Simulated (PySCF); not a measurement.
Molecule (SMILES): N#[N+][O-].
Geometry (B3LYP-D3(BJ)/def2-TZVP, fixed):
```xyz
3

N      0.0000     0.0000    -1.1943
N      0.0000     0.0000    -0.0734
O      0.0000     0.0000     1.1093
```
Charge 0, spin multiplicity 1.

Basis-set convergence of the isotropic shielding of O3 at PBE with PySCF. GIAO, no density fitting; atoms are numbered in the order shown. All functions are spherical. No added dispersion term, no relativity. Reference: the value in pcseg-3, 181.77 ppm, itself unsure by roughly 0.85 ppm (its distance from pcSseg-2). Deviations are taken from unrounded values.

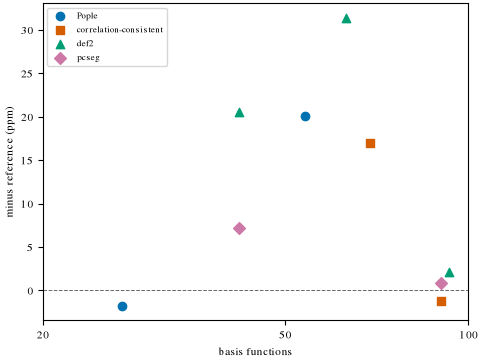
Deviation from the reference against the number of basis functions, by family of sets.

```json
[
 {"basis": "3-21G", "functions": "27", "isotropic shielding of O3 (ppm)": "179.98", "minus reference (ppm)": "-1.79"},
 {"basis": "def2-SVP", "functions": "42", "isotropic shielding of O3 (ppm)": "202.27", "minus reference (ppm)": "20.50"},
 {"basis": "pcseg-1", "functions": "42", "isotropic shielding of O3 (ppm)": "188.91", "minus reference (ppm)": "7.13"},
 {"basis": "6-31+G*", "functions": "54", "isotropic shielding of O3 (ppm)": "201.81", "minus reference (ppm)": "20.04"},
 {"basis": "def2-SVPD", "functions": "63", "isotropic shielding of O3 (ppm)": "213.18", "minus reference (ppm)": "31.40"},
 {"basis": "aug-cc-pVDZ", "functions": "69", "isotropic shielding of O3 (ppm)": "198.79", "minus reference (ppm)": "17.02"},
 {"basis": "cc-pVTZ", "functions": "90", "isotropic shielding of O3 (ppm)": "180.60", "minus reference (ppm)": "-1.17"},
 {"basis": "pcseg-2", "functions": "90", "isotropic shielding of O3 (ppm)": "182.57", "minus reference (ppm)": "0.79"},
 {"basis": "def2-TZVPP", "functions": "93", "isotropic shielding of O3 (ppm)": "183.92", "minus reference (ppm)": "2.15"}
]
```
